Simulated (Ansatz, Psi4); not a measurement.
ClF (chlorine monofluoride): a line through the functionals

ClF: 2 atoms, total charge 0, spin state singlet. SMILES: `FCl`. The shape is that of a PBE0-D4/def2-TZVP optimisation.

The HOMO–LUMO gap y, in eV, basis cc-pVTZ; a is the functional's share of exact exchange. Programs: Ansatz 0.2.0, Psi4 1.11.

```
functional  program     a  y (eV)
      BLYP   Ansatz     0    3.55
    revPBE   Ansatz     0    3.59
     TPSSh     Psi4   0.1    5.02
     B3LYP   Ansatz   0.2    5.92
   r2SCAN0   Ansatz  0.25       ?
      PBE0   Ansatz  0.25    6.52
     BHLYP   Ansatz   0.5    9.43
```

Q: Fit y = c + s·a to the known rows and predict r2SCAN0.

A: 
1. Means of the 6 rows: a = 0.1750, y = 5.672.
2. Σ(Δa)² = 0.17875, Σ(Δa·Δy) = 2.0757, so the slope is 2.0757/0.17875 = 11.612.
3. Intercept: 5.672 − (11.612) × 0.1750 = 3.640. The largest residual of the fit is 0.22.
4. r2SCAN0: 3.640 + (11.612) × 0.25 = 6.54 eV.

The run gave 6.87 eV, so the prediction is off by -0.33 eV, more than the largest residual. Exact exchange lowers occupied levels and raises empty ones.

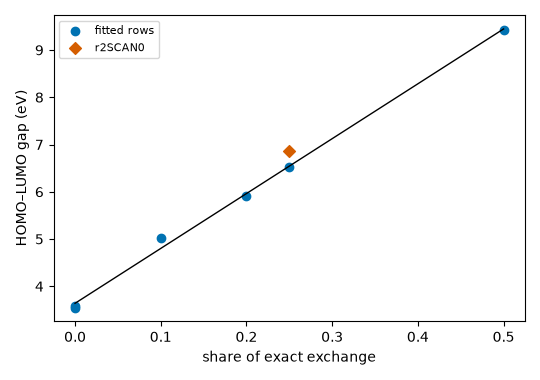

The fitted line, with the withheld row.
